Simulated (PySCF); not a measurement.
## Electronic structure of H6NSi2 (SMILES N[SiH2][SiH2]) (doublet) in real space

```xyz
9

N    -1.3956    0.7391   -0.1165
Si   -0.3234   -0.4751    0.4923
Si    1.6650   -0.0067   -0.5021
H    -1.4372    0.9040   -1.1088
H    -2.3246    0.7890    0.2683
H    -0.5163   -0.3497    1.9461
H    -0.7254   -1.8596    0.1570
H     2.7286   -1.0141   -0.4230
H     2.3426    1.2791   -0.3112
```

Geometry: GFN2-xTB.

These are results of UKS B3LYP, pcH-1 on H N Si, non-relativistic, mean-field spin-orbit, GIAO in PySCF 2.14.0, density-fitted response routines, not measurements.

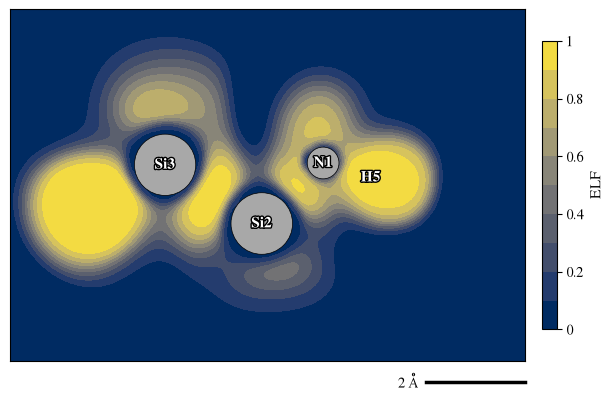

Figure 1. Electron localisation function on the plane of atoms N1, Si2 and Si3. Grey discs cover the atomic cores.

Interpret the plot.

Answer. Atoms in the plane: N, Si and H. Si–N (1.73 Å): the ELF peaks at about 0.90 between the atoms; a polar covalent bond. Si–Si (2.27 Å): the ELF peaks at about 1 between the atoms: a covalent bond. N–H (1.01 Å): the ELF climbs to about 1 towards the hydrogen, as it does in any bond to H (a covalent bond by its length).

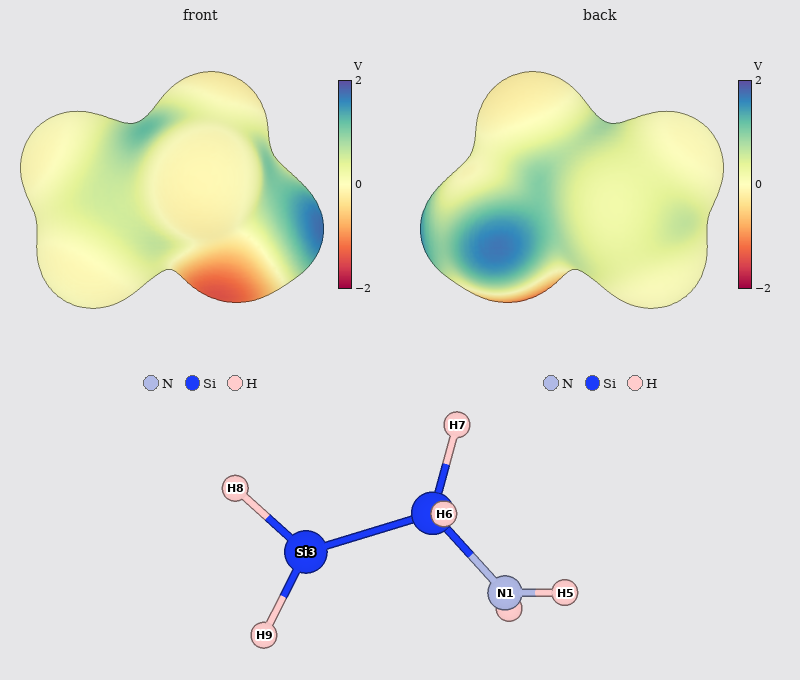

Figure 2. The electrostatic potential painted on the density surface at 0.002 e/bohr³, seen from the front and from behind; red is negative and blue positive. The bare structure is drawn below in the same view.

Describe the electrostatic potential map.

Answer. The most negative region (about −1.4 V) lies over N1, the most positive (about +1.7 V) over H4 and H5. N1 is the likeliest acceptor of a hydrogen bond.
